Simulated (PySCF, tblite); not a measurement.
# C₆H₄O₂: vibronic structure

Aim: compute the vibronic structure of C₆H₄O₂ (`O=C1C=CC=CC1=O`).

Programs: tblite 0.8.0 and PySCF 2.14.0, with routines of our own; each step states its level. All values are computed. Atoms count from 0.

## 1. The system as given

12 atoms, charge 0, multiplicity 1; geometry from: force field or distance geometry start.

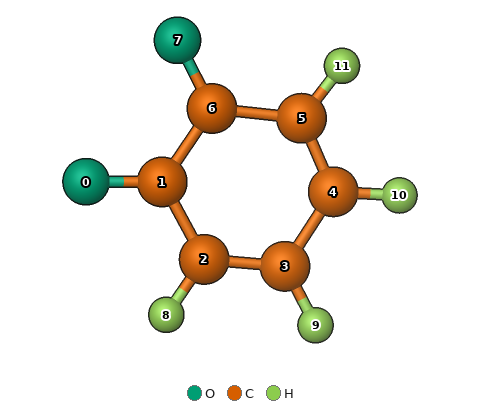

The starting geometry (oxygen teal, carbon orange, hydrogen green).

## 2. Optimising the geometry with GFN2-xTB

The job: settings as JSON, then the geometry in Å.

```
{"job": {"kind": "relax", "xc": "GFN2-xTB", "basis": "xTB"}, "charge": 0, "multiplicity": 1}
O      0.262100     2.646400     0.250300
C      0.179100     1.405700     0.121300
C     -1.130700     0.794600     0.100700
C     -1.327900    -0.514500    -0.036000
C     -0.157300    -1.374500    -0.124900
C      1.077700    -0.925800    -0.114800
C      1.329300     0.524500     0.020100
O      2.480600     1.021300     0.054700
H     -1.997500     1.464200     0.179900
H     -2.321900    -0.957400    -0.046600
H     -0.285100    -2.449400    -0.236200
H      1.892900    -1.635600    -0.194600
```

Started as:

```
> OMP_NUM_THREADS=1 python excited_run.py task.json out
```

This one command runs all jobs of the session in turn.

The program printed:

```text
step      E/eV     max force
  0    -623.74045    4.003
  1    -623.84859    3.776
  2    -623.99639    0.659
  3    -624.00939    0.380
  4    -624.02183    0.283
  5    -624.03163    0.320
  6    -624.03652    0.192
  7    -624.04086    0.148
  8    -624.04323    0.172
  9    -624.04428    0.099
 10    -624.04458    0.059
 11    -624.04471    0.034
 12    -624.04478    0.026
 13    -624.04483    0.017
 14    -624.04485    0.013
 15    -624.04487    0.010
 16    -624.04488    0.005
```

Run time: 0.07 s. Hardware: 1 thread of Arm Neoverse V2, shared host.

Relaxation path:

| step | energy from step 0 (eV) | largest force (eV/Å) |
| --- | --- | --- |
| 0 | 0.0000 | 4.0026 |
| 1 | -0.1081 | 3.7760 |
| 2 | -0.2559 | 0.6590 |
| 3 | -0.2689 | 0.3800 |
| 4 | -0.2814 | 0.2835 |
| 5 | -0.2912 | 0.3195 |
| 6 | -0.2961 | 0.1916 |
| 7 | -0.3004 | 0.1481 |
| 8 | -0.3028 | 0.1721 |
| 9 | -0.3038 | 0.0988 |
| 10 | -0.3041 | 0.0592 |
| 11 | -0.3043 | 0.0341 |
| 12 | -0.3043 | 0.0263 |
| 13 | -0.3044 | 0.0167 |
| 14 | -0.3044 | 0.0127 |
| 15 | -0.3044 | 0.0105 |
| 16 | -0.3044 | 0.0052 |

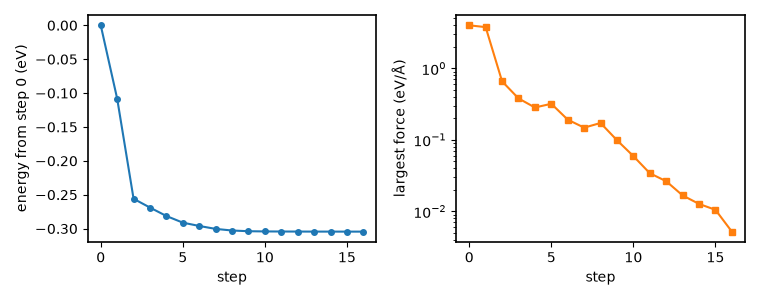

Energy and largest force along the relaxation.

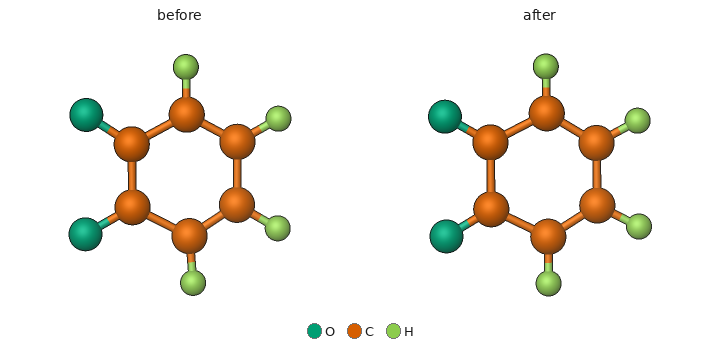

Before and after, at one scale.

Close pairs (by a distance rule), those that changed most:

| bond | before (Å) | after (Å) | change (Å) |
| --- | --- | --- | --- |
| C1–C6 | 1.452 | 1.543 | +0.090 |
| C6–O7 | 1.254 | 1.210 | -0.044 |
| O0–C1 | 1.250 | 1.210 | -0.040 |
| C4–C5 | 1.314 | 1.342 | +0.028 |
| C1–C2 | 1.445 | 1.465 | +0.020 |
| C2–H8 | 1.098 | 1.080 | -0.018 |
| C3–C4 | 1.455 | 1.441 | -0.014 |
| C5–C6 | 1.478 | 1.465 | -0.013 |

The end geometry stands in the next job.

## 3. Vibrational analysis with GFN2-xTB

The job: settings as JSON, then the geometry in Å.

```
{"job": {"kind": "ir", "xc": "GFN2-xTB", "basis": "xTB"}, "charge": 0, "multiplicity": 1}
O      0.294378     2.641498     0.245292
C      0.143512     1.445822     0.133893
C     -1.174060     0.805924     0.098281
C     -1.310885    -0.523498    -0.027767
C     -0.168382    -1.395464    -0.134529
C      1.086549    -0.919646    -0.112303
C      1.366295     0.512221     0.021669
O      2.487779     0.966607     0.046734
H     -2.025752     1.465708     0.179072
H     -2.292190    -0.976179    -0.051808
H     -0.353269    -2.455835    -0.233563
H      1.947223    -1.567844    -0.190996
```

The program printed:

```text
mode    cm-1     km/mol
  1      44.3      0.00
  2     188.6      6.78
  3     322.2      5.07
  4     379.0      0.00
  5     423.0      0.28
  6     424.4      3.79
  7     537.5      0.01
  8     558.7     21.95
  9     680.7     64.06
 10     709.3      1.20
 11     746.9      0.00
 12     837.3      0.00
 13     883.4      0.02
 14     928.0      0.01
 15     936.3      0.01
 16    1008.5      1.54
 17    1082.3      7.94
 18    1142.3     26.53
 19    1169.9      0.01
 20    1228.8     41.10
 21    1306.8      0.93
 22    1367.2     15.10
 23    1576.5     43.82
 24    1646.1     13.92
 25    1696.4     99.37
 26    1710.8    297.53
 27    3072.0      3.63
 28    3077.1     12.55
 29    3088.5     19.79
 30    3092.2      9.11
```

It took 0.27 s on 1 thread of Arm Neoverse V2, shared host.

Which atoms move in the most intense modes:

| cm⁻¹ | km/mol | atoms |
| --- | --- | --- |
| 559 | 21.9 | C2 17 %, C5 17 %, O7 16 %, O0 16 % |
| 681 | 64.1 | H11 21 %, H8 21 %, H10 17 %, H9 17 % |
| 1142 | 26.5 | H9 30 %, H10 30 %, C6 12 %, C1 12 % |
| 1229 | 41.1 | C6 22 %, C1 22 %, H11 20 %, H8 20 % |
| 1576 | 43.8 | C3 25 %, C4 25 %, C2 23 %, C5 23 % |
| 1696 | 99.4 | C6 29 %, C1 29 %, O7 19 %, O0 19 % |
| 1711 | 297.5 | C1 29 %, C6 29 %, O0 20 %, O7 20 % |
| 3088 | 19.8 | H8 45 %, H11 36 % |

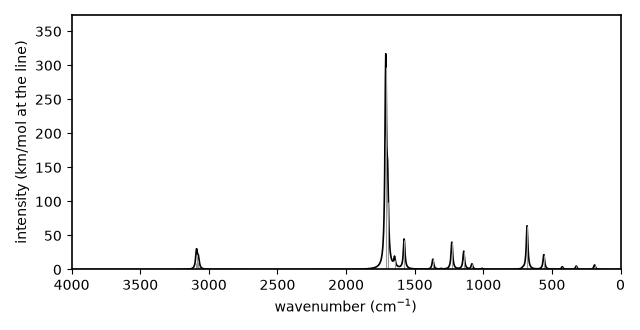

The infrared spectrum from these modes, unscaled. Lines are broadened to a width of 14 cm⁻¹ (Lorentzian).

## 4. Vibronic structure: TDDFT PBE0/def2-SVP

The job, as its differences from that of step 3:

```diff
@@ -1,2 +1,2 @@
-{"job": {"kind": "ir", "xc": "GFN2-xTB", "basis": "xTB"}, "charge": 0, "multiplicity": 1}
+{"job": {"kind": "vib", "xc": "PBE0", "basis": "def2-SVP", "tda": false}, "charge": 0, "multiplicity": 1}
 O      0.294378     2.641498     0.245292
```

With the program's defaults for keys left out, this is: TDDFT PBE0/def2-SVP vertical-gradient vibronic structure (displaced harmonic oscillators, Condon), gas phase.

The program printed:

```text
final grid: 51328 points
cycle   1  E = -380.4846224870  dE =  1.584e+00  |g| = 1.070e+00  |ddm| = 4.414e+00
cycle   2  E = -379.4311028150  dE =  1.054e+00  |g| = 2.533e+00  |ddm| = 5.125e+00
cycle   3  E = -380.7247870990  dE = -1.294e+00  |g| = 1.319e-01  |ddm| = 4.002e+00
cycle   4  E = -380.7275390127  dE = -2.752e-03  |g| = 8.492e-02  |ddm| = 2.242e-01
cycle   5  E = -380.7293057038  dE = -1.767e-03  |g| = 1.820e-02  |ddm| = 1.134e-01
cycle   6  E = -380.7293702586  dE = -6.455e-05  |g| = 8.851e-03  |ddm| = 2.472e-02
cycle   7  E = -380.7293898292  dE = -1.957e-05  |g| = 2.446e-03  |ddm| = 1.132e-02
cycle   8  E = -380.7293910863  dE = -1.257e-06  |g| = 5.320e-04  |ddm| = 4.330e-03
cycle   9  E = -380.7293911473  dE = -6.106e-08  |g| = 3.445e-05  |ddm| = 9.748e-04
cycle  10  E = -380.7293911476  dE = -2.727e-10  |g| = 5.759e-06  |ddm| = 7.893e-05
converged SCF energy = -380.7293911476

Singlet excitations (eV, f): 1.760 (0.0000)  3.158 (0.0000)  3.262 (0.0563)  5.431 (0.0000)  5.676 (0.0000)  5.689 (0.0529)

State S1  1.7600 eV  f = 0.00001  H->L 0.98
  relaxed dipole 3.709 D, largest gradient of the excitation energy 0.0348 Eh/bohr
  mode    cm-1        S   lambda/meV  Raman
   20   1228.8    0.4526      69.0   1.000
   23   1576.5    0.1400      27.4   0.509
    7    537.5    0.3372      22.5   0.143
   16   1008.5    0.1066      13.3   0.159
   18   1142.3    0.0795      11.3   0.152
    3    322.2    0.0716       2.9   0.011
   26   1710.8    0.0072       1.5   0.031
  reorganisation energy 0.1487 eV, total S 1.202, 0-0 1.6112 eV
  absorption maximum 1.611 eV, width 0.186 eV

State S3  3.2623 eV  f = 0.05628  H-1->L 0.98
  relaxed dipole 7.805 D, largest gradient of the excitation energy 0.0828 Eh/bohr
  mode    cm-1        S   lambda/meV  Raman
   23   1576.5    1.2206     238.6   1.000
    7    537.5    1.9701     131.3   0.188
    3    322.2    0.9655      38.6   0.033
   18   1142.3    0.1809      25.6   0.078
   10    709.3    0.2587      22.8   0.043
   26   1710.8    0.0819      17.4   0.079
   22   1367.2    0.0284       4.8   0.018
   20   1228.8    0.0154       2.3   0.008
   16   1008.5    0.0116       1.5   0.004
  reorganisation energy 0.4831 eV, total S 4.734, 0-0 2.7792 eV
  absorption maximum 3.175 eV, width 0.622 eV

State S6  5.6890 eV  f = 0.05287  H-3->L 0.78, H-1->L+2 0.22
  relaxed dipole 6.909 D, largest gradient of the excitation energy 0.0592 Eh/bohr
  mode    cm-1        S   lambda/meV  Raman
   23   1576.5    0.7508     146.7   1.000
   26   1710.8    0.2535      53.8   0.398
   16   1008.5    0.3562      44.5   0.194
    7    537.5    0.3950      26.3   0.061
   22   1367.2    0.1542      26.1   0.155
    3    322.2    0.1529       6.1   0.009
   10    709.3    0.0228       2.0   0.006
   20   1228.8    0.0122       1.9   0.010
   18   1142.3    0.0101       1.4   0.007
  reorganisation energy 0.3105 eV, total S 2.112, 0-0 5.3785 eV
  absorption maximum 5.576 eV, width 0.432 eV

State T1  1.2744 eV  f = 0.00000  H->L 0.96
  relaxed dipole 3.689 D, largest gradient of the excitation energy 0.0320 Eh/bohr
  mode    cm-1        S   lambda/meV  Raman
   20   1228.8    0.3304      50.3   1.000
   23   1576.5    0.1309      25.6   0.652
    7    537.5    0.3525      23.5   0.204
   16   1008.5    0.0912      11.4   0.186
   18   1142.3    0.0538       7.6   0.141
   26   1710.8    0.0318       6.7   0.186
    3    322.2    0.1283       5.1   0.027
   10    709.3    0.0289       2.5   0.029
  reorganisation energy 0.1336 eV, total S 1.152, 0-0 1.1408 eV
  absorption maximum 1.141 eV, width 0.180 eV
```

Run time: 24 s. Hardware: 1 thread of Arm Neoverse V2, shared host; peak memory 0.62 GiB.

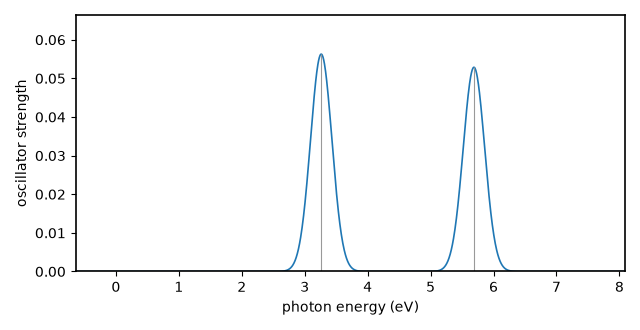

Absorption lines of the singlets. Lines are broadened to a width of 0.40 eV (Gaussian).

Orbitals, density, ELF and potential are computed afterwards from the orbital file.

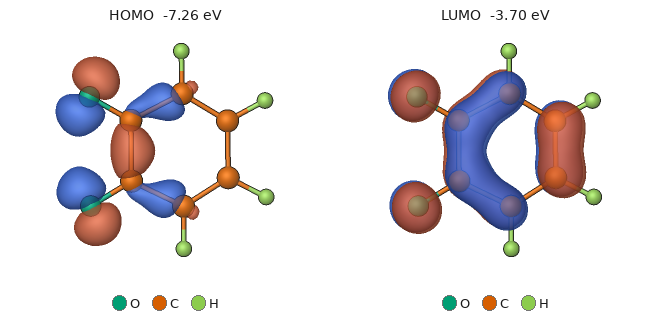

Frontier orbitals at PBE0/def2-SVP; each surface holds 70 % of the orbital's density, blue and red mark the sign.

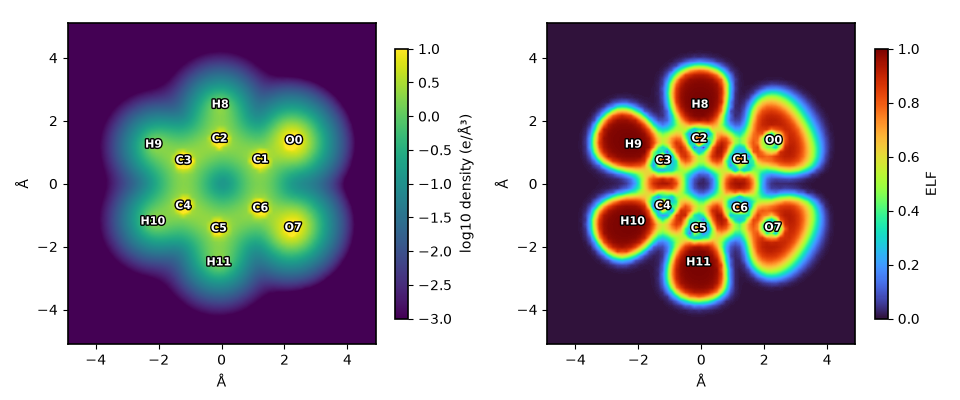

Density (left) and ELF (right) in a plane through or near 12 of the atoms.

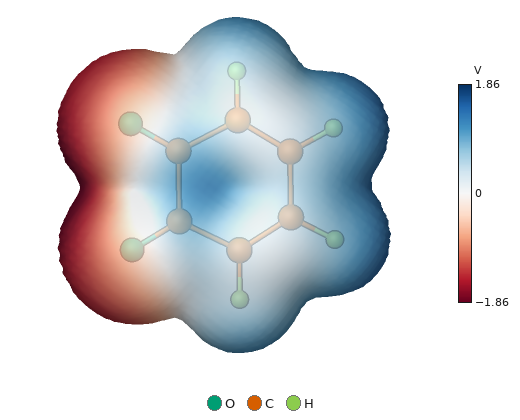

Electrostatic potential on the surface of density 0.002 e/bohr³; red is low, blue high. It runs, from the 1st to the 99th percentile, from -1.86 V near O0 to 1.47 V near H10.

## 5. Summary of results

```
                                                                                     quantity                     value
                                                    strongest single infrared mode (GFN2-xTB)     1711 cm⁻¹, 298 km/mol
                                                                 zero-point energy (GFN2-xTB)             51.3 kcal/mol
S1: vertical, reorganisation, 0-0, total S (step 4, TDDFT PBE0/def2-SVP, modes from GFN2-xTB)  1.76, 0.15, 1.61 eV; 1.2
S3: vertical, reorganisation, 0-0, total S (step 4, TDDFT PBE0/def2-SVP, modes from GFN2-xTB)  3.26, 0.48, 2.78 eV; 4.7
S6: vertical, reorganisation, 0-0, total S (step 4, TDDFT PBE0/def2-SVP, modes from GFN2-xTB)  5.69, 0.31, 5.38 eV; 2.1
                                                        surface potential, 1st and 99th percentile        -1.86 V and 1.47 V
```

**Reading.** All 30 modes are real, so the xTB geometry is a minimum. The strongest single mode, at 1711 cm⁻¹, is carried by C1, C6, O0, O7. GFN2-xTB is a fitted tight-binding method: band positions and strengths are rough. Its intensities can rank the bands wrongly. Some states lie very close; unless symmetry makes them partners, their order is unsure. The vibronic model keeps the ground-state modes (from xTB) and shifts them along the gradient alone, so it can miss much of the relaxation that a full optimisation finds. By nearest atom (PBE0/def2-SVP), the HOMO sits on O0, O7 about 32 % each; C1, C6 about 9 % each and the LUMO on O0, O7 about 17 % each; 4 C atoms about 11 % each.
